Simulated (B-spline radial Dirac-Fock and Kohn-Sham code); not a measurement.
Terbium (Z = 65). Level of theory: a Dirac–Hartree–Slater potential of the neutral atom, no hole, surface-current nucleus; calculated with a B-spline radial code.

A figure with this caption is to be made: «Internal conversion coefficients by shell for magnetic multipoles at a transition energy of 36.5 keV (K and L shells).» What will it show?

The shells shown sum to 5.23 (M1), 331 (M2), 22000 (M3), 980000 (M4), 3.35 × 10⁷ (M5). The largest bar is L1 for M1, L1 for M2, L3 for M3, L3 for M4, L3 for M5. The K shell is closed at this energy.

The result:

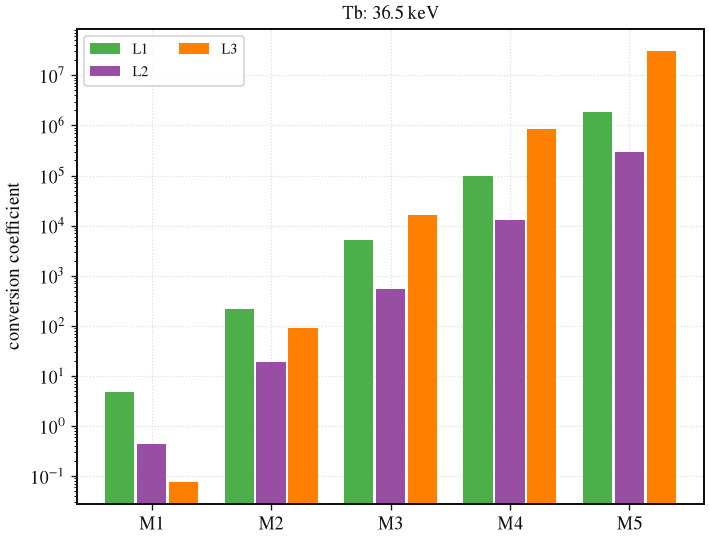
